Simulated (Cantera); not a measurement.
Input: 1 mol Ti(OiPr)₄, 1.3 mol O₂, at 0.100 bar.

Equilibrium computed with Cantera from the NASA thermochemical tables; the gas is ideal and each condensed phase is pure. Candidate condensed phases: C, C₆H₆, C₇H₈, C₈H₁₈, H₂O, Ti, TiC, TiO, TiO₂, Ti₂O₃, Ti₃O₅, Ti₄O₇; 113 gas species. The feed counts by its element totals alone. TiC: taken at fixed stoichiometry. Condensed phases not in the tables: Magnéli phases beyond Ti₄O₇. Equilibrium is a limit: real reactors are often held back by kinetics, nucleation or transport.

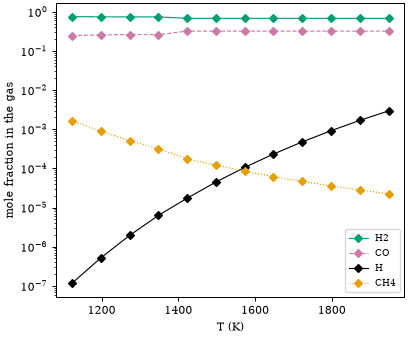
Figure: Equilibrium gas composition (values under 1e-9 drawn at 1e-9)

Q: Read off the mole fractions at 1648 K.

A: H₂ about 0.68, CO about 0.32, H about 0.00023, CH₄ about 6.2e-5.
